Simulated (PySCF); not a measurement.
Vertical excitations of a molecule C₅H₇FO from PySCF with TDA-PBE/def2-SVPD, as energy in eV (oscillator strength): 5.34 (0.007), 6.34 (0.066), 6.66 (0.004), 6.72 (0.007), 6.98 (0.027), 7.05 (0.012). Lowest triplet (TDA): 4.41 eV. Geometry optimised at PBE0-D3(BJ)/def2-SVP. One conformer was computed; it need not be the lowest.

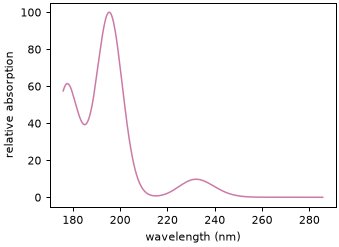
*The lines broadened by 0.4 eV.*

Task: Pick the molecule that these values belong to.
A. CCC1=C(F)CO1
B. C[C@H](F)[C@@H]1C=CO1
C. C[C@H]1C[C@@]1(F)C=O
D. C=C[C@]1(F)CCO1

Result: D, C=C[C@]1(F)CCO1
